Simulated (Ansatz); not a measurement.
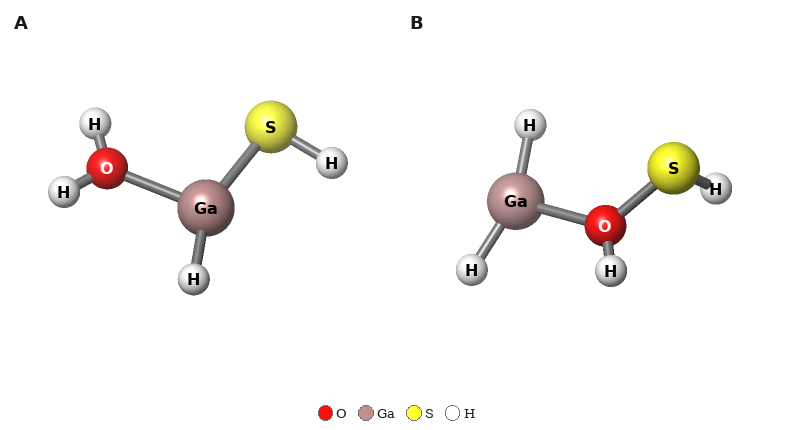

2 stationary structures of one formula. State: charge +1, singlet. Geometries: PBE0-D4/def2-TZVP. Electronic energies: RHF-CCSD(T) (frozen core)/def2-TZVPP (Ansatz 0.2.0), without zero-point energy. No frequency run is at hand to confirm each as a minimum. Each is one conformer, not always the lowest.

Which structure is the most stable?

Answer. A is lowest (Cs); B lies 2.462 eV above it (C1).

Give E(B) − E(A) in eV at these levels too: PBE0-D4/def2-TZVPP; B3LYP-D4/def2-TZVPP; ωB97M-V/def2-TZVPP; r2SCAN-D4/def2-TZVPP; PBE-D4/def2-TZVPP; RHF-CCSD(T) (frozen core)/def2-TZVPP; PBE0-D4/def2-TZVP.

```
                               level  E(B) − E(A) (eV)
                  PBE0-D4/def2-TZVPP            +2.504
                 B3LYP-D4/def2-TZVPP            +2.359
                  ωB97M-V/def2-TZVPP            +2.379
                r2SCAN-D4/def2-TZVPP            +2.551
                   PBE-D4/def2-TZVPP            +2.424
RHF-CCSD(T) (frozen core)/def2-TZVPP            +2.462
                   PBE0-D4/def2-TZVP            +2.472
```
